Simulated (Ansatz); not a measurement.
System: rock-salt SnTe (cubic form, which distorts at low temperature). Method: BLYP (PAW; Ansatz, a first-principles code).

Numerical settings: plane-wave cutoff 520 eV, 10×10×10 k mesh, Fermi–Dirac smearing 0.01 eV, scalar-relativistic PAW data made under PBE.

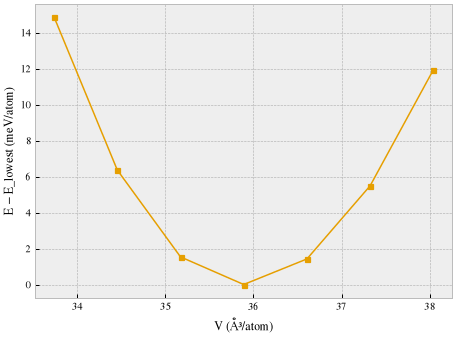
*Total energy against volume*

**Question.** From the curve, estimate the equilibrium volume and the bulk modulus.

**Answer.** V0 ≈ 35.9 Å³/atom and B0 ≈ 33 GPa; the fit gives V0 = 35.890 Å³/atom, B0 = 32.9 GPa, B′ = 4.4.

Measured, for comparison: bulk modulus 37.8 GPa (temperature not stated, no zero-point or thermal correction; as tabulated in Toher et al. (2017), arXiv:1611.05714); equilibrium volume per atom 31.50 Å³/atom (room temperature, no zero-point or thermal correction; as tabulated in Maiti et al. (2022), arXiv:2109.01420). Computed (rounded) less measured: bulk modulus -13 %, equilibrium volume per atom +13.9 %.

Note: the cell is over a tenth larger than the published one: the level's own overestimate first of all, though another phase or state, or a fault of the published cell, is possible; symmetry holds this phase in the static calculation, where it need not be a minimum.

Spin–orbit coupling is not included.

The computed numbers hold no vibrational or temperature effects.

The result took very roughly 70 core-seconds.
